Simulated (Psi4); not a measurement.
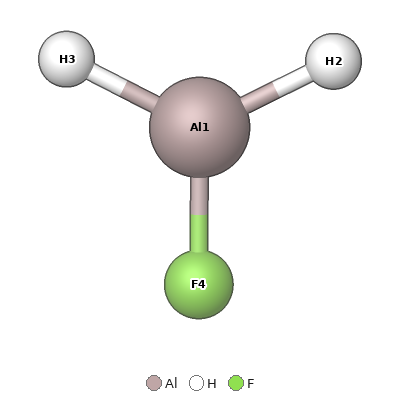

Geometry used (AlH₂F, SMILES [H][Al]([H])[F], singlet).

Unscaled harmonic wavenumbers and double-harmonic intensities, B3LYP/def2-SVP in Psi4 1.11, at a geometry relaxed at this level, isolated molecule. Lorentzian lines of 16 cm⁻¹ full width. Close modes add up in the curve.

**Which lines are the most intense, and is the structure a minimum?**

The most intense lines lie at 643.3 cm⁻¹ (295.4 km/mol), 1982.6 cm⁻¹ (251.7 km/mol) and 864.2 cm⁻¹ (210.0 km/mol). It has no imaginary mode, so it is a minimum.

| cm⁻¹ | km/mol |
| --- | --- |
| 573.2 | 124.1 |
| 643.3 | 295.4 |
| 783.8 | 76.6 |
| 864.2 | 210.0 |
| 1969.6 | 42.8 |
| 1982.6 | 251.7 |

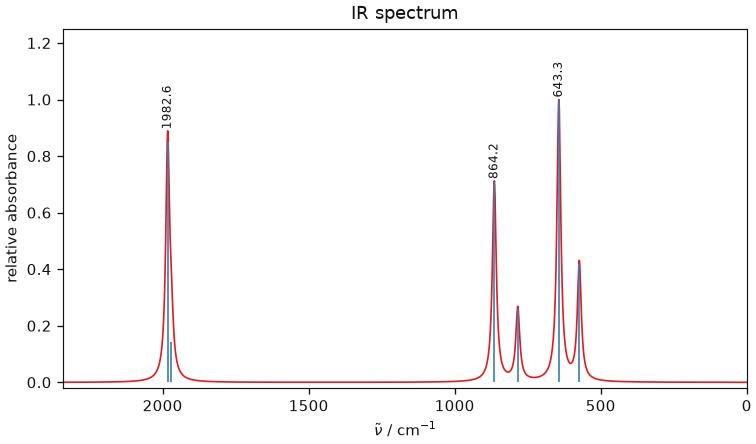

Caveats: double-zeta basis.
